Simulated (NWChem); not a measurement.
# BP86-D3(BJ)/def2-SVP run of CH5GaO (SMILES C[O][GaH2])

We compute a structure relaxation of CH5GaO. 

Program for the calculation: NWChem 7.3.0.

**1. The structure to begin with**

The species is CH5GaO (8 atoms), meant as a singlet with charge 0. As SMILES, `C[O][GaH2]`. The coordinates come from a PBE0-D4/def2-TZVP relaxation. The run starts from this shape.

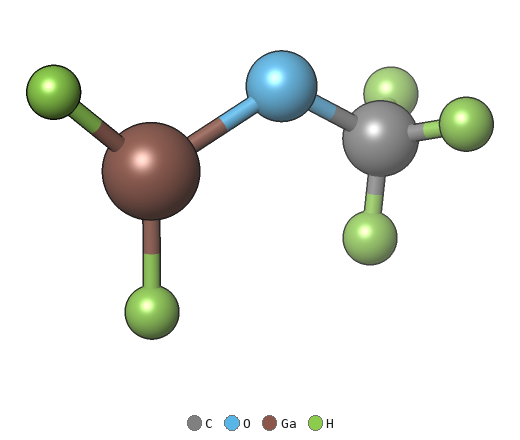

The structure, seen from a chosen angle (carbon grey, oxygen blue, gallium brown, hydrogen green).

**2. A structure relaxation at BP86-D3(BJ)/def2-SVP**

File mymol.nw:

```
start mymol
memory stack 880 mb heap 220 mb global 1100 mb

geometry units angstrom
C       -0.616800       0.972600      -0.422900
O       -0.705300      -0.273500       0.213500
Ga       0.703200      -1.302000       0.579300
H       -1.200200       0.962000      -1.350600
H        0.414200       1.256200      -0.676600
H       -1.030600       1.754200       0.224300
H        2.093900      -0.732800       0.142900
H        0.341700      -2.636700       1.290100
end

basis spherical bse
* library def2-SVP
end

dft
xc becke88 perdew86
mult 1
disp vdw 4
grid fine
convergence energy 1e-07
maxiter 100
mulliken
print low
end

driver
maxiter 60
end

freq
temp 2 298.15 500
end

task dft optimize
task dft frequencies
```

Launch:

```
$ nwchem mymol.nw > mymol.out
```

What it wrote:

```text
[...]
 Group name             Cs
[...]
 d= 0,ls=0.0,diis     1  -2041.0333062137 -2.23D+03  2.68D-02  6.39D-01     1.9
[...]
         Total DFT energy =    -2041.119314438870
[...]
@    0   -2041.11931444  0.0D+00  0.01180  0.00547  0.00000  0.00000     16.3
[...]
         Total DFT energy =    -2041.120277776557
[...]
@    1   -2041.12027778 -9.6D-04  0.00403  0.00119  0.02592  0.05451     26.9
[...]
@    4   -2041.12036983 -1.7D-06  0.00021  0.00008  0.00126  0.00352     65.9
[...]
         Total DFT energy =  -2041.120371213908
[...]
@    5   -2041.12037121 -1.4D-06  0.00009  0.00003  0.00190  0.00550     75.4
[...]
         Total DFT energy =    -2041.120371310568
[...]
         Total DFT energy =  -2041.120371310568
                         DFT ENERGY GRADIENTS
    atom               coordinates                        gradient
                 x          y          z           x          y          z
   1 C       0.509103   3.862782   0.000000    0.000005  -0.000022   0.000000
   2 O      -1.063816   1.705169   0.000000   -0.000012  -0.000059   0.000000
   3 Ga      0.072657  -1.506631   0.000000   -0.000014   0.000139   0.000000
   4 H       0.119102   5.048989  -1.696215    0.000001  -0.000000  -0.000002
   5 H       2.572359   3.410264   0.000000    0.000001  -0.000000   0.000000
   6 H       0.119102   5.048989   1.696215    0.000001  -0.000000   0.000002
   7 H       3.033225  -1.837987   0.000000    0.000052  -0.000026   0.000000
   8 H      -2.128717  -3.481450   0.000000   -0.000035  -0.000032   0.000000
[...]
@    6   -2041.12037131 -9.7D-08  0.00008  0.00002  0.00021  0.00049     81.9
[...]
      Optimization converged
[...]
@    6   -2041.12037131 -9.7D-08  0.00008  0.00002  0.00021  0.00049     81.9
[...]
 d= 0,ls=0.0,diis     4  -2041.1203720123 -1.86D-11  1.50D-08  3.41D-12    88.3
         Total DFT energy =    -2041.120372012325
      One electron energy =    -3203.769464168378
           Coulomb energy =     1071.629690708150
    Exchange-Corr. energy =      -91.113568593634
 Nuclear repulsion energy =      182.139350922062
    Dispersion correction =       -0.006380880525
[...]
 Zero-Point correction to Energy  =   33.287 kcal/mol  (  0.053046 au)
 Thermal correction to Energy     =   40.667 kcal/mol  (  0.064807 au)
 Thermal correction to Enthalpy   =   41.660 kcal/mol  (  0.066389 au)
 Total Entropy                    =   83.934 cal/mol-K
   - Translational                =   42.325 cal/mol-K (mol. weight = 101.9597)
   - Rotational                   =   25.443 cal/mol-K (symmetry #  =        1)
   - Vibrational                  =   16.166 cal/mol-K
 Cv (constant volume heat capacity) =   22.954 cal/mol-K
   - Translational                  =    2.979 cal/mol-K
   - Rotational                     =    2.979 cal/mol-K
   - Vibrational                    =   16.995 cal/mol-K
[...]
 Normal Eigenvalue ||           Projected Infra Red Intensities
  Mode   [cm**-1]  || [atomic units] [(debye/angs)**2] [(KM/mol)] [arbitrary]
 ------ ---------- || -------------- ----------------- ---------- -----------
    1       -0.000 ||    0.000094           0.002         0.092       0.022
    2        0.000 ||    0.000062           0.001         0.061       0.015
    3        0.000 ||    0.000002           0.000         0.002       0.000
    4        0.000 ||    0.002205           0.051         2.150       0.518
    5        0.000 ||    0.000301           0.007         0.293       0.071
    6        0.000 ||    0.001367           0.032         1.333       0.321
    7      121.193 ||    0.002977           0.069         2.902       0.699
    8      206.567 ||    0.001364           0.031         1.329       0.320
    9      243.522 ||    0.002741           0.063         2.672       0.644
   10      507.336 ||    0.062870           1.450        61.289      14.768
   11      576.973 ||    0.078645           1.814        76.667      18.473
   12      599.597 ||    0.067816           1.565        66.111      15.930
   13      690.634 ||    0.114787           2.648       111.900      26.963
   14     1091.957 ||    0.166503           3.841       162.315      39.111
[...]
```

Run time: 3.8 min. Hardware: 1 thread of Intel Xeon Platinum 8375C at 2.90GHz (Ice Lake), shared host; peak memory 0.19 GiB.

Steps, from the record of the run:

```csv
step,energy from the first frame kept (eV)
0,0.0000
1,-0.0262
2,-0.0284
3,-0.0287
4,-0.0287
5,-0.0288
6,-0.0288
```

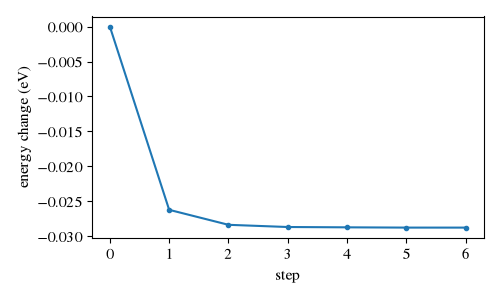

Energy along the run.

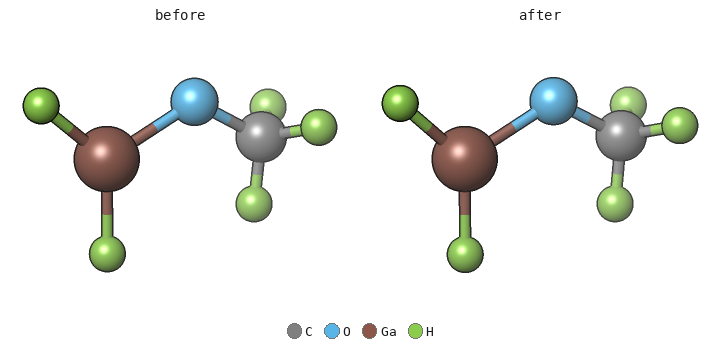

Before and after, at one scale.

After the run. Bond lengths: C1–O2 1.413 Å, O2–Ga3 1.803 Å, C1–H4 1.115 Å, C1–H5 1.118 Å, C1–H6 1.115 Å, Ga3–H7 1.576 Å, Ga3–H8 1.565 Å. Angles: C1–O2–Ga3 124.4°, O2–C1–H4 110.2°, O2–C1–H5 113.7°, O2–C1–H6 110.2°, O2–Ga3–H7 115.9°, O2–Ga3–H8 112.4°, H4–C1–H5 107.5°, H4–C1–H6 107.3°, H5–C1–H6 107.5°, H7–Ga3–H8 131.7°.

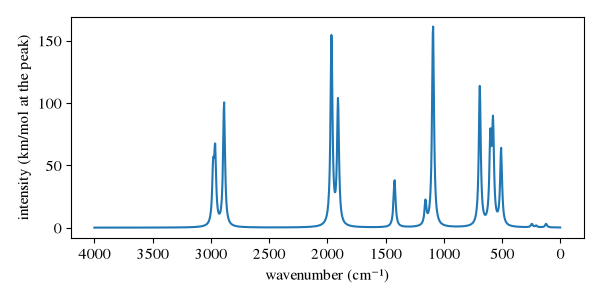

Harmonic infrared spectrum, unscaled, lines broadened by 10 cm⁻¹.

**3. Summary of results**

Level: BP86-D3(BJ)/def2-SVP.

| quantity | value |
| --- | --- |
| total energy at the end | -2041.12037 Eh |
| dispersion energy | -16.75 kJ/mol |
| lowest harmonic wavenumber | 121 cm⁻¹ |
| highest harmonic wavenumber | 2980 cm⁻¹ |
| zero-point energy | 139.3 kJ/mol |
| ideal-gas entropy at 298.15 K (symmetry number 1 as used) | 72.7 cal/(mol K) |

At the final geometry: Bond lengths: C1–O2 1.413 Å, O2–Ga3 1.803 Å, C1–H4 1.115 Å, C1–H5 1.118 Å, C1–H6 1.115 Å, Ga3–H7 1.576 Å, Ga3–H8 1.565 Å. Angles: C1–O2–Ga3 124.4°, O2–C1–H4 110.2°, O2–C1–H5 113.7°, O2–C1–H6 110.2°, O2–Ga3–H7 115.9°, O2–Ga3–H8 112.4°, H4–C1–H5 107.5°, H4–C1–H6 107.3°, H5–C1–H6 107.5°, H7–Ga3–H8 131.7°. All 18 modes are real, so the shape is a minimum at this level. The optimisation took 7 steps and changed the energy by -0.029 eV. Mulliken charges run from -0.45 on O2 to +0.42 on Ga3; they depend strongly on the basis.
